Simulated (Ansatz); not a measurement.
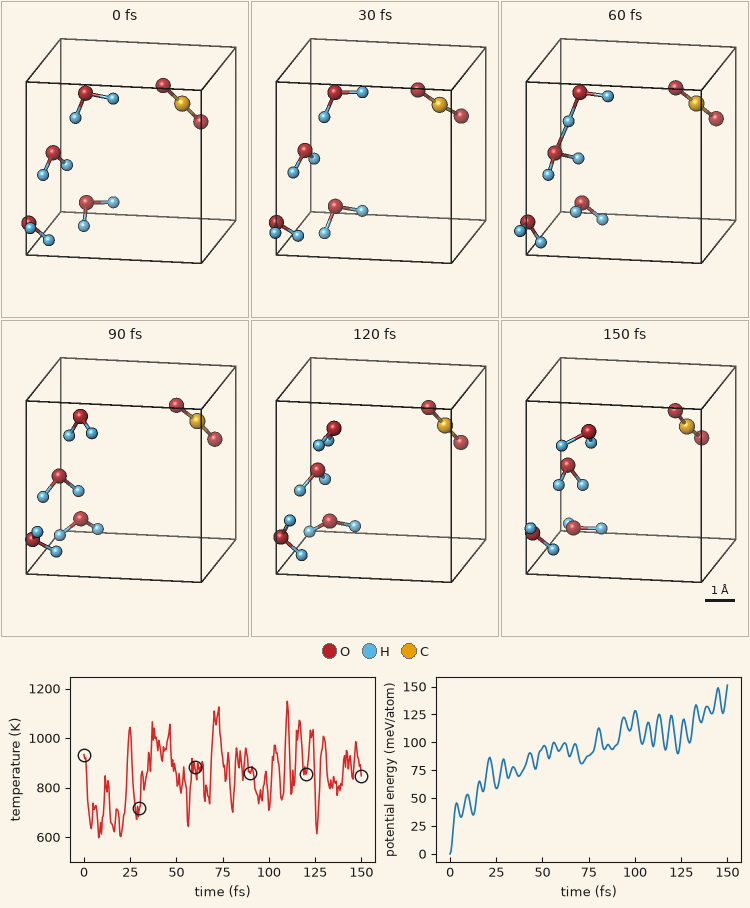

First-principles dynamics of a periodic cell with 4 H2O + 1 CO2 at 0.797 g/cm³, 150 fs long. Frames and the history of the run. Style: ball-and-stick. Shown: the simulation cell, slightly off an axis. Atoms that leave the cell re-enter on the other side.

These are results of DFT PBE-D3(BJ), scalar-relativistic, plane waves, PAW in Ansatz, not measurements. Run with plane-wave cutoff 420 eV; k-point mesh 1 × 1 × 1; Fermi-Dirac smearing 0.02 eV; low-accuracy preset; Langevin thermostat (NVT); set temperature 1000 K; time step 0.5 fs; H given the mass 2.014 u; friction 0.02 per fs.

> What happens in this trajectory?

The mean temperature in the second half is 873 K (standard deviation 92 K). The potential energy in the second half lies on average 113 meV per atom above the first frame. Root-mean-square distances from the starting positions over the second half, with the common drift of all atoms taken out: H 0.93 Å, C 0.78 Å, O 0.64 Å. The heavy atoms stay within a fraction of a molecule's size of their starting places; so short a run doesn't tell a liquid from a solid.

Limits of the set-up: the program's low-accuracy preset was used; masses were changed (H 2.014 u), which shifts the vibrations; the periodic images lie only 6.2 Å apart, so the values are limited by the cell's size.
